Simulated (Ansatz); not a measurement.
**CuGeO (SMILES [O]=[Ge+][Cu]) (charge +1): density, localisation and related maps**

The calculation's input:

```
basis:
  gaussian:
    orbitals: def2-TZVPD
crystal:
  periodic: [false, false, false]
  atoms:
    - {symbol: Cu, position_ang: [0.000000, 0.000000, -2.046651]}
    - {symbol: Ge, position_ang: [0.000000, 0.000000, 0.221865]}
    - {symbol: O, position_ang: [0.000000, 0.000000, 1.824786]}
total_charge: 1
hamiltonian:
  xc: pbe0
output: {forces: true, orbitals: {seedname: orbitals}}
```

Command:

```sh
ansatz run input.yaml --threads 2 --pin off --max-ram 4350MiB --events-out events.jsonl --progress --plain --runs-dir runs
```

Geometry: r2SCAN-D4/def2-TZVP.

Method: Ansatz, isolated molecule in a Gaussian basis; Kohn-Sham density functional theory, functional PBE0.

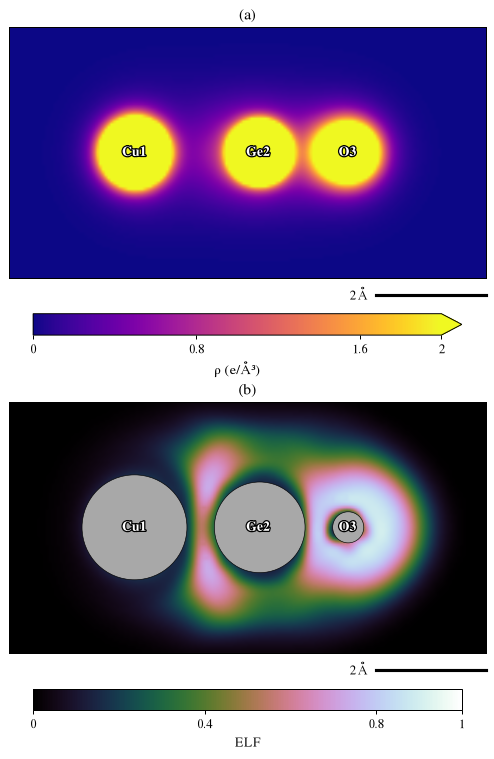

Figure 1. (a) electron density; (b) ELF on a plane that holds the molecular axis. Grey discs cover the atomic cores in the ELF map.

### What do the fields say about this system?

The plane passes through Cu, Ge and O nuclei.
Ge–O (1.60 Å): the density is about 1.4 e/Å³ at the midpoint; the ELF peaks at about 0.80 in the valence shell of O, 0.6 Å from its nucleus, and is about 0.30 at the midpoint.
Cu–Ge (2.27 Å): the density is about 0.54 e/Å³ at the midpoint; the ELF reaches about 0.55 near the midpoint.
The ELF also peaks beside O3, away from the bonds: lone-pair regions.

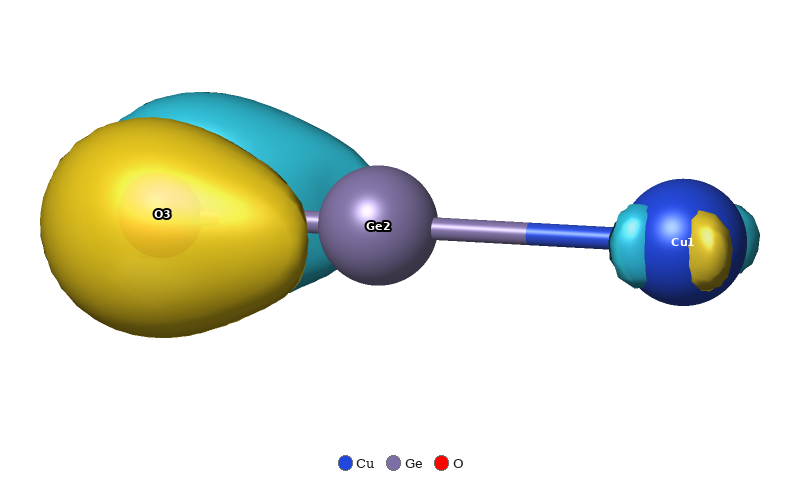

Figure 2. The HOMO at ±0.2 Å⁻³ᐟ² (yellow and cyan are the two phases), seen from one side.

### Where does this orbital lie, and at what energy?

It lies mainly on O3 (about 70 %) and Ge2 (about 25 %). It is one of a degenerate set, so its orientation is arbitrary. Its energy is −14.49 eV.
